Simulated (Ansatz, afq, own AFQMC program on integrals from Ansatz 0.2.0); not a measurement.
**B₂H (quartet): AFQMC on the coupled-cluster ladder at distance B1–B2 = 1.520 Å, 6-31G**

How near does AFQMC come to the top of the ladder for B₂H (quartet)?

Method: 6-31G, frozen cores; program: Ansatz 0.2.0, Gaussian basis, and an in-house AFQMC program (afq) on its integrals; all values are calculated.

The runs, in order: Full CI; PBE (unrestricted); r2SCAN (unrestricted); PBE0 (unrestricted); B3LYP (unrestricted); wB97M-V (unrestricted); B2PLYP (unrestricted); CCSD(T) on UHF; Full CI; Full CI (sextet); CCSDT(Q) on UHF; CCSDTQ on UHF; Phaseless AFQMC, CISD trial on UHF; Phaseless AFQMC, single-determinant trial on UHF; Free-projection AFQMC, CISD trial on UHF; Phaseless AFQMC, first-order trial on UHF.

3 further runs of the same task are left out: 3 that didn't finish.

## Step 1: The system

The geometry derives from a PBE0/def2-TZVP stationary point (not a proven minimum). One bond is set to the value named and the two fragments are kept rigid.

3 atoms, charge 0, spin multiplicity 4.

Atoms are counted from 1 here; the program's logs count them from 0.

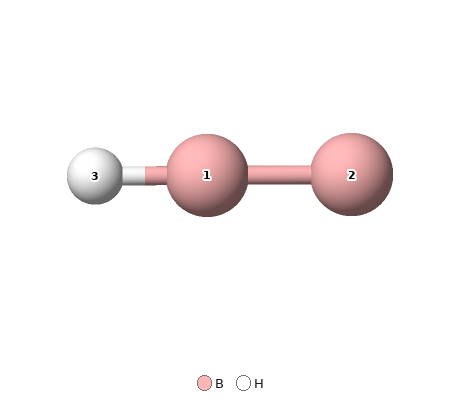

The structure; boron pink, hydrogen white; atoms are numbered from 1 in the order of the file.

## Step 2: Full CI

in.yaml reads:

```yaml
crystal:
  periodic: [false, false, false]
  atoms:
    - {symbol: B, position_ang: [0.000000, 0.000000, 0.114060]}
    - {symbol: B, position_ang: [0.000000, 0.000000, -1.406367]}
    - {symbol: H, position_ang: [0.000000, 0.000000, 1.292307]}
basis:
  gaussian: {orbitals: 6-31G}
magnetization: {spin_polarized: false, initial_magnetization: 3}
correlation: {method: fci, electrons: outside_noble_gas}
```

The run is started by

```bash
> ansatz run in.yaml --threads 1 --pin off --events-out ev --progress --plain --max-ram 16896MiB --backend cuda --devices 0, --max-vram 18GiB
```

Log:

```text
Functional definition: HF
  name "HF"
  cite "Fock, Z. Phys. 61, 126 (1930) doi:10.1007/BF01340294"
  parent pbe
  exchange = exact_x
  correlation = 0
437 factors; integrals over basis functions are off by at most 1.5e-7 eV
mean field evaluation 1: about -1353.0368 eV, gradient 9.7e0 eV
mean field evaluation 2: about -1353.0436 eV, gradient 9.7e0 eV
mean field evaluation 4: about -1354.4826 eV, gradient 1.3e0 eV
mean field evaluation 8: about -1354.5161 eV, gradient 5.6e-2 eV
mean field -1354.51610004 eV, -49.7775485525 hartree, gradient 1.7e-6 eV, S^2 3.750000; 0 other end points of the search recorded, 0 dependent functions left out
mean field evaluation 16: about -1354.1952 eV, gradient 3.8e0 eV
2 core orbitals not correlated: weight in the atoms' cores, before any rotation towards them, 1.000 or more for the frozen orbitals, at most 0.000 for the correlated occupied ones
reference -1354.51610004 eV, -49.7775485525 hartree; 5, 2 occupied and 13, 16 virtual orbitals, 437 factors
state -1356.91411581 eV, -49.8656740065 hartree
Total energy: -1356.91411581 eV, -49.8656740065 hartree
```

Wall time 7 s (1 × NVIDIA H100 80GB HBM3 with 1 thread of AMD EPYC 7R13 (Zen 3), shared host).

From the report: 331,072 determinants, symmetry A2.

## Step 3: PBE (unrestricted)

Edit in.yaml of step 2 so:

```diff
@@ -8,3 +8,4 @@
   gaussian: {orbitals: 6-31G}
-magnetization: {spin_polarized: false, initial_magnetization: 3}
-correlation: {method: fci, electrons: outside_noble_gas}
+magnetization: {spin_polarized: true, initial_magnetization: 3}
+hamiltonian: {xc: {name: PBE}}
+output: {orbitals: {seedname: orbitals}}
```

The run is started by

```bash
> ansatz run in.yaml --threads 1 --pin off --events-out ev --progress --plain --max-ram 5632MiB --backend cpu
```

Log:

```text
Functional definition: PBE
  name "PBE"
  cite "Perdew, Burke & Ernzerhof, Phys. Rev. Lett. 77, 3865 (1996) doi:10.1103/PhysRevLett.77.3865"
  parent pbe
  parameter kappa = 0.804
  parameter beta = 0.06672455060314922
  exchange = pbe_x(kappa = kappa, mu = beta*pi^2/3)
  correlation = pbe_c(beta = beta)
284 factors; integrals over basis functions are off by at most 2.3e-4 eV
mean field evaluation 1: about -1359.5987 eV, gradient 1.0e1 eV
mean field evaluation 2: about -1358.7817 eV, gradient 1.4e1 eV
mean field evaluation 4: about -1360.4833 eV, gradient 4.0e-1 eV
mean field evaluation 8: about -1360.4792 eV, gradient 1.9e-3 eV
mean field -1360.47918877 eV, -49.9966880212 hartree, gradient 3.3e-5 eV, S^2 3.752383; 0 other end points of the search recorded, 0 dependent functions left out
reference -1360.47921777 eV, -49.9966890870 hartree; 7, 4 occupied and 13, 16 virtual orbitals, 284 factors
Total energy: -1360.47921777 eV, -49.9966890870 hartree
```

Wall time 0.27 s (1 thread of AMD EPYC 7R13 (Zen 3), shared host).

From the report: ⟨S²⟩ of the determinant 3.752 (pure quartet: 3.75).

## Step 4: r2SCAN (unrestricted)

Edit in.yaml of step 3 so:

```diff
@@ -9,3 +9,2 @@
 magnetization: {spin_polarized: true, initial_magnetization: 3}
-hamiltonian: {xc: {name: PBE}}
-output: {orbitals: {seedname: orbitals}}
+hamiltonian: {xc: {name: r2SCAN}}
```

The command is unchanged.

Log:

```text
Functional definition: r2SCAN
  name "r2SCAN"
  cite "Furness, Kaplan, Ning, Perdew & Sun, J. Phys. Chem. Lett. 11, 8208 (2020) doi:10.1021/acs.jpclett.0c02405"
  cite "Furness, Kaplan, Ning, Perdew & Sun, J. Phys. Chem. Lett. 11, 9248 (2020) doi:10.1021/acs.jpclett.0c03077"
  parent r2scan
  parameter k0 = 0.174
  parameter k1 = 0.065
  parameter a1 = 4.9479
  exchange = r2scan_x(k0 = k0, k1 = k1, a1 = a1)
  correlation = r2scan_c
284 factors; integrals over basis functions are off by at most 2.3e-4 eV
mean field evaluation 1: about -1361.3992 eV, gradient 8.6e0 eV
mean field evaluation 2: about -1361.0692 eV, gradient 1.1e1 eV
mean field evaluation 4: about -1362.0572 eV, gradient 3.7e-1 eV
mean field evaluation 8: about -1362.0526 eV, gradient 2.2e-3 eV
mean field -1362.05258450 eV, -50.0545092481 hartree, gradient 2.7e-5 eV, S^2 3.755073; 0 other end points of the search recorded, 0 dependent functions left out
reference -1362.05259148 eV, -50.0545095046 hartree; 7, 4 occupied and 13, 16 virtual orbitals, 284 factors
Total energy: -1362.05259148 eV, -50.0545095046 hartree
```

Run time: 0.55 s. Hardware: 1 thread of AMD EPYC 7R13 (Zen 3), shared host.

From the report: ⟨S²⟩ of the determinant 3.755 (pure quartet: 3.75).

## Step 5: PBE0 (unrestricted)

Edit in.yaml of step 4 so:

```diff
@@ -9,2 +9,3 @@
 magnetization: {spin_polarized: true, initial_magnetization: 3}
-hamiltonian: {xc: {name: r2SCAN}}
+hamiltonian: {xc: {name: PBE0}}
+output: {orbitals: {seedname: orbitals}}
```

Same command.

Log:

```text
Functional definition: PBE0
  name "PBE0"
  cite "Adamo & Barone, J. Chem. Phys. 110, 6158 (1999) doi:10.1063/1.478522"
  cite "Perdew, Burke & Ernzerhof, Phys. Rev. Lett. 77, 3865 (1996) doi:10.1103/PhysRevLett.77.3865"
  parent pbe
  parameter a = 0.25
  parameter kappa = 0.804
  parameter beta = 0.06672455060314922
  exchange = (1 - a)*pbe_x(kappa = kappa, mu = beta*pi^2/3) + a*exact_x
  correlation = pbe_c(beta = beta)
284 factors; integrals over basis functions are off by at most 2.3e-4 eV
mean field evaluation 1: about -1360.3207 eV, gradient 7.5e0 eV
mean field evaluation 2: about -1360.4084 eV, gradient 7.4e0 eV
mean field evaluation 4: about -1360.8533 eV, gradient 3.1e-1 eV
mean field evaluation 8: about -1360.8532 eV, gradient 2.8e-3 eV
mean field -1360.85323130 eV, -50.0104338309 hartree, gradient 2.1e-5 eV, S^2 3.752657; 0 other end points of the search recorded, 0 dependent functions left out
reference -1360.85325289 eV, -50.0104346243 hartree; 7, 4 occupied and 13, 16 virtual orbitals, 284 factors
Total energy: -1360.85325289 eV, -50.0104346243 hartree
```

It took 0.27 s on 1 thread of AMD EPYC 7R13 (Zen 3), shared host.

From the report: ⟨S²⟩ of the determinant 3.753 (pure quartet: 3.75).

## Step 6: B3LYP (unrestricted)

Edit in.yaml of step 5 so:

```diff
@@ -9,3 +9,2 @@
 magnetization: {spin_polarized: true, initial_magnetization: 3}
-hamiltonian: {xc: {name: PBE0}}
-output: {orbitals: {seedname: orbitals}}
+hamiltonian: {xc: {name: B3LYP}}
```

Launched as before.

Log (excerpt; [...] marks lines left out):

```text
Functional definition: B3LYP
  name "B3LYP"
  cite "Stephens, Devlin, Chabalowski & Frisch, J. Phys. Chem. 98, 11623 (1994) doi:10.1021/j100096a001"
  cite "Becke, Phys. Rev. A 38, 3098 (1988) doi:10.1103/PhysRevA.38.3098"
  cite "Lee, Yang & Parr, Phys. Rev. B 37, 785 (1988) doi:10.1103/PhysRevB.37.785"
  cite "Vosko, Wilk & Nusair, Can. J. Phys. 58, 1200 (1980) doi:10.1139/p80-159"
[...]
284 factors; integrals over basis functions are off by at most 2.3e-4 eV
[...]
mean field -1362.96673814 eV, -50.0881037748 hartree, gradient 4.7e-5 eV, S^2 3.751985; 0 other end points of the search recorded, 0 dependent functions left out
reference -1362.96692565 eV, -50.0881106653 hartree; 7, 4 occupied and 13, 16 virtual orbitals, 284 factors
Total energy: -1362.96692565 eV, -50.0881106653 hartree
```

Wall time 0.3 s (1 thread of AMD EPYC 7R13 (Zen 3), shared host).

From the report: ⟨S²⟩ of the determinant 3.752 (pure quartet: 3.75).

## Step 7: wB97M-V (unrestricted)

Edit in.yaml of step 6 so:

```diff
@@ -9,2 +9,3 @@
 magnetization: {spin_polarized: true, initial_magnetization: 3}
-hamiltonian: {xc: {name: B3LYP}}
+hamiltonian: {xc: {name: wB97M-V}}
+output: {orbitals: {seedname: orbitals}}
```

Same command.

Log (excerpt; [...] marks lines left out):

```text
Functional definition: wB97M-V
  name "wB97M-V"
  cite "Mardirossian & Head-Gordon, J. Chem. Phys. 144, 214110 (2016) doi:10.1063/1.4952647"
  cite "Becke, J. Chem. Phys. 107, 8554 (1997) doi:10.1063/1.475007"
  cite "Vydrov & Van Voorhis, J. Chem. Phys. 133, 244103 (2010) doi:10.1063/1.3521275"
  # Of w^i u^j: cxij and so on, Table III.
[...]
  gx(w, u) = 1 - cx + cx01*u + cx10*w
  gss(w, u) = css00 + css04*u^4 + css10*w + css20*w^2 + css43*w^4*u^3
  gos(w, u) = cos00 + cos10*w + (cos20 + cos21*u)*w^2 + (cos60 + cos61*u)*w^6
[...]
      + integral(e_c_pw_mod_opposite_spin*gos(b97_w_opposite, b97_u_opposite)) + vv10(b, c)
284 factors; integrals over basis functions are off by at most 2.3e-4 eV
91 factors; integrals over basis functions are off by at most 7.9e-6 eV
[...]
mean field -1361.90636134 eV, -50.0491356458 hartree, gradient 5.1e-6 eV, S^2 3.751055; 0 other end points of the search recorded, 0 dependent functions left out
reference -1361.90638563 eV, -50.0491365385 hartree; 7, 4 occupied and 13, 16 virtual orbitals, 284 factors
Total energy: -1361.90638563 eV, -50.0491365385 hartree
```

Run time: 0.93 s. Hardware: 1 thread of AMD EPYC 7R13 (Zen 3), shared host.

From the report: ⟨S²⟩ of the determinant 3.751 (pure quartet: 3.75).

## Step 8: B2PLYP (unrestricted)

Edit in.yaml of step 7 so:

```diff
@@ -9,3 +9,3 @@
 magnetization: {spin_polarized: true, initial_magnetization: 3}
-hamiltonian: {xc: {name: wB97M-V}}
-output: {orbitals: {seedname: orbitals}}
+hamiltonian: {xc: {name: B2PLYP}}
+correlation: {electrons: outside_noble_gas}
```

Same command.

Log (excerpt; [...] marks lines left out):

```text
Functional definition: B2PLYP
  name "B2PLYP"
  cite "Grimme, J. Chem. Phys. 124, 034108 (2006) doi:10.1063/1.2148954"
  cite "Becke, Phys. Rev. A 38, 3098 (1988) doi:10.1103/PhysRevA.38.3098"
  cite "Lee, Yang & Parr, Phys. Rev. B 37, 785 (1988) doi:10.1103/PhysRevB.37.785"
[...]
284 factors; integrals over basis functions are off by at most 2.3e-4 eV
[...]
mean field -1360.01992121 eV, -49.9798102500 hartree, gradient 2.3e-6 eV, S^2 3.752859; 0 other end points of the search recorded, 0 dependent functions left out
2 core orbitals not correlated: weight in the atoms' cores, before any rotation towards them, 1.000 or more for the frozen orbitals, at most 0.000 for the correlated occupied ones
reference -1360.02003799 eV, -49.9798145416 hartree; 5, 2 occupied and 13, 16 virtual orbitals, 284 factors
second order -2.29518373 eV of doubles, -0.00000000 eV of singles
Total energy: -1360.63973760 eV, -50.0025880821 hartree
```

Run time: 0.33 s. Hardware: 1 thread of AMD EPYC 7R13 (Zen 3), shared host.

From the report: ⟨S²⟩ of the determinant 3.753 (pure quartet: 3.75).

## Step 9: CCSD(T) on UHF

Edit in.yaml of step 8 so:

```diff
@@ -9,3 +9,2 @@
 magnetization: {spin_polarized: true, initial_magnetization: 3}
-hamiltonian: {xc: {name: B2PLYP}}
-correlation: {electrons: outside_noble_gas}
+correlation: {method: ccsd_t, electrons: outside_noble_gas, hamiltonian_folder: ham}
```

The run is started by

```bash
> ansatz run in.yaml --threads 1 --pin off --events-out ev --progress --plain --max-ram 16896MiB --backend cuda --devices 0, --max-vram 18GiB
```

Log (excerpt; [...] marks lines left out):

```text
Functional definition: HF
  name "HF"
  cite "Fock, Z. Phys. 61, 126 (1930) doi:10.1007/BF01340294"
  parent pbe
[...]
284 factors; integrals over basis functions are off by at most 2.3e-4 eV
[...]
mean field -1354.55601219 eV, -49.7790152971 hartree, gradient 2.0e-6 eV, S^2 3.755455; 0 other end points of the search recorded, 0 dependent functions left out
2 core orbitals not correlated: weight in the atoms' cores, before any rotation towards them, 1.000 or more for the frozen orbitals, at most 0.000 for the correlated occupied ones
reference -1354.55601219 eV, -49.7790152971 hartree; 5, 2 occupied and 13, 16 virtual orbitals, 284 factors
second order -1.73331810 eV of doubles, -0.00000000 eV of singles
cycle   1  -2.09072082 eV  change   -3.6e-1 eV  update   5.3e-2
[...]
cycle  10  -2.28265145 eV  change   -3.1e-6 eV  update   3.0e-6
perturbative correction -0.05273991 eV, -0.0019381560 hartree
Total energy: -1356.89140355 eV, -49.8648393466 hartree
```

Run time: 2.8 s. Hardware: 1 × NVIDIA H100 80GB HBM3 with 1 thread of AMD EPYC 7R13 (Zen 3), shared host.

From the report: ⟨S²⟩ of the determinant 3.755 (pure quartet: 3.75); correlation -2.3354 eV; T1 0.017; largest double amplitude 0.10.

This run also writes the integrals to the folder ham.

## Step 10: Full CI

in.yaml reads:

```yaml
hamiltonian:
  integrals:
    folder: ../ham
correlation: {method: fci}
```

Launched as before.

Log:

```text
Functional definition: HF
  name "HF"
  cite "Fock, Z. Phys. 61, 126 (1930) doi:10.1007/BF01340294"
  parent pbe
  exchange = exact_x
  correlation = 0
reference -1354.55601219 eV, -49.7790152971 hartree; 5, 2 occupied and 13, 16 virtual orbitals, 284 factors
state -1356.91458666 eV, -49.8656913101 hartree
Total energy: -1356.91458666 eV, -49.8656913101 hartree
```

It took 12 s on 1 × NVIDIA H100 80GB HBM3 with 1 thread of AMD EPYC 7R13 (Zen 3), shared host.

From the report: 331,072 determinants.

## Step 11: Full CI (sextet)

in.yaml reads:

```yaml
crystal:
  periodic: [false, false, false]
  atoms:
    - {symbol: B, position_ang: [0.000000, 0.000000, 0.114060]}
    - {symbol: B, position_ang: [0.000000, 0.000000, -1.406367]}
    - {symbol: H, position_ang: [0.000000, 0.000000, 1.292307]}
basis:
  gaussian: {orbitals: 6-31G}
magnetization: {spin_polarized: false, initial_magnetization: 5}
correlation: {method: fci, electrons: outside_noble_gas}
```

Launched as before.

Log:

```text
Functional definition: HF
  name "HF"
  cite "Fock, Z. Phys. 61, 126 (1930) doi:10.1007/BF01340294"
  parent pbe
  exchange = exact_x
  correlation = 0
438 factors; integrals over basis functions are off by at most 1.5e-7 eV
mean field evaluation 1: about -1344.6068 eV, gradient 1.1e1 eV
mean field evaluation 2: about -1344.6150 eV, gradient 1.1e1 eV
mean field evaluation 4: about -1346.0019 eV, gradient 1.3e0 eV
mean field evaluation 8: about -1345.5194 eV, gradient 4.7e0 eV
mean field evaluation 16: about -1346.5236 eV, gradient 2.6e-6 eV
mean field -1346.52363134 eV, -49.4838307451 hartree, gradient 2.6e-6 eV, S^2 8.750000; 2 other end points of the search recorded, 0 dependent functions left out
mean field evaluation 32: about -1345.8363 eV, gradient 2.9e0 eV
2 core orbitals not correlated: weight in the atoms' cores, before any rotation towards them, 1.000 or more for the frozen orbitals, at most 0.000 for the correlated occupied ones
reference -1346.52363134 eV, -49.4838307451 hartree; 6, 1 occupied and 12, 17 virtual orbitals, 438 factors
state -1348.20429715 eV, -49.5455940746 hartree
Total energy: -1348.20429715 eV, -49.5455940746 hartree
```

Wall time 13 s (1 × NVIDIA H100 80GB HBM3 with 1 thread of AMD EPYC 7R13 (Zen 3), shared host).

From the report: 83,552 determinants, symmetry B1.

## Step 12: CCSDT(Q) on UHF

Edit in.yaml of step 11 so:

```diff
@@ -8,3 +8,3 @@
   gaussian: {orbitals: 6-31G}
-magnetization: {spin_polarized: false, initial_magnetization: 5}
-correlation: {method: fci, electrons: outside_noble_gas}
+magnetization: {spin_polarized: true, initial_magnetization: 3}
+correlation: {method: ccsdt_q, electrons: outside_noble_gas}
```

The command is unchanged.

Log (excerpt; [...] marks lines left out):

```text
Functional definition: HF
  name "HF"
  cite "Fock, Z. Phys. 61, 126 (1930) doi:10.1007/BF01340294"
  parent pbe
[...]
437 factors; integrals over basis functions are off by at most 1.5e-7 eV
[...]
mean field -1354.55604580 eV, -49.7790165321 hartree, gradient 2.0e-6 eV, S^2 3.755455; 0 other end points of the search recorded, 0 dependent functions left out
2 core orbitals not correlated: weight in the atoms' cores, before any rotation towards them, 1.000 or more for the frozen orbitals, at most 0.000 for the correlated occupied ones
reference -1354.55604580 eV, -49.7790165321 hartree; 5, 2 occupied and 13, 16 virtual orbitals, 437 factors
second order -1.73333141 eV of doubles, -0.00000000 eV of singles
cycle   1  -2.09072688 eV  change   -3.6e-1 eV  update   5.6e-2
[...]
cycle  15  -2.35303762 eV  change    2.6e-7 eV  update   2.1e-7
perturbative correction -0.00408408 eV, -0.0001500871 hartree
Total energy: -1356.91316750 eV, -49.8656391568 hartree
```

Run time: 4.7 s. Hardware: 1 × NVIDIA H100 80GB HBM3 with 1 thread of AMD EPYC 7R13 (Zen 3), shared host.

From the report: ⟨S²⟩ of the determinant 3.755 (pure quartet: 3.75); correlation -2.3571 eV; T1 0.018; largest double amplitude 0.10.

## Step 13: CCSDTQ on UHF

Edit in.yaml of step 12 so:

```diff
@@ -9,2 +9,2 @@
 magnetization: {spin_polarized: true, initial_magnetization: 3}
-correlation: {method: ccsdt_q, electrons: outside_noble_gas}
+correlation: {method: ccsdtq, electrons: outside_noble_gas}
```

Same command.

Log (excerpt; [...] marks lines left out):

```text
Functional definition: HF
  name "HF"
  cite "Fock, Z. Phys. 61, 126 (1930) doi:10.1007/BF01340294"
  parent pbe
[...]
437 factors; integrals over basis functions are off by at most 1.5e-7 eV
[...]
mean field -1354.55604580 eV, -49.7790165321 hartree, gradient 2.0e-6 eV, S^2 3.755455; 0 other end points of the search recorded, 0 dependent functions left out
2 core orbitals not correlated: weight in the atoms' cores, before any rotation towards them, 1.000 or more for the frozen orbitals, at most 0.000 for the correlated occupied ones
reference -1354.55604580 eV, -49.7790165321 hartree; 5, 2 occupied and 13, 16 virtual orbitals, 437 factors
second order -1.73333141 eV of doubles, -0.00000000 eV of singles
cycle   1  -2.09072756 eV  change   -3.6e-1 eV  update   5.6e-2
[...]
cycle  16  -2.35832484 eV  change    2.9e-7 eV  update   1.6e-7
Total energy: -1356.91437064 eV, -49.8656833715 hartree
```

Wall time 11 s (1 × NVIDIA H100 80GB HBM3 with 1 thread of AMD EPYC 7R13 (Zen 3), shared host).

From the report: ⟨S²⟩ of the determinant 3.755 (pure quartet: 3.75); correlation -2.3583 eV; T1 0.018; largest double amplitude 0.10.

(Part 1 of 2 ends here.)
